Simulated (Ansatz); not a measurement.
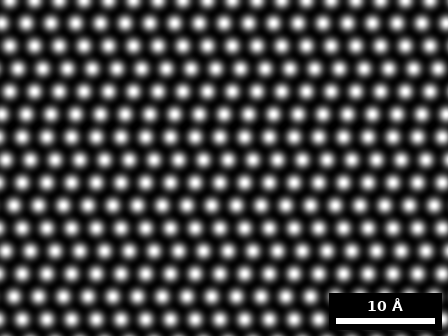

Dark-field STEM-like image of Ti (P6_3/mmc, No. 194) along [100]. Simulated incoherent Z contrast: every atom adds Z^1.7 spread by a probe of 1.30 Å full width; channelling and multiple scattering are left out. The probe carries 15 % of its weight in a tail 2.5 times as wide.

One planar defect was built into the perfect crystal by geometry alone, without relaxation. Host structure: coordinates from a relaxation with DFT, m-r2SCAN, plane waves (500 eV) with PAW, scalar-relativistic (Ansatz 0.2.0); the starting structure was generated, so it need not be a known form of this composition.

### Where does the periodic pattern break, and how?

A planar fault (a stacking fault) runs horizontally about 13 Å below the top edge. The part above it is shifted along the boundary by 1/2 of the 2.54 Å repeat of the rows (1.3 Å to the right, the same as to the left); both parts keep the same orientation.
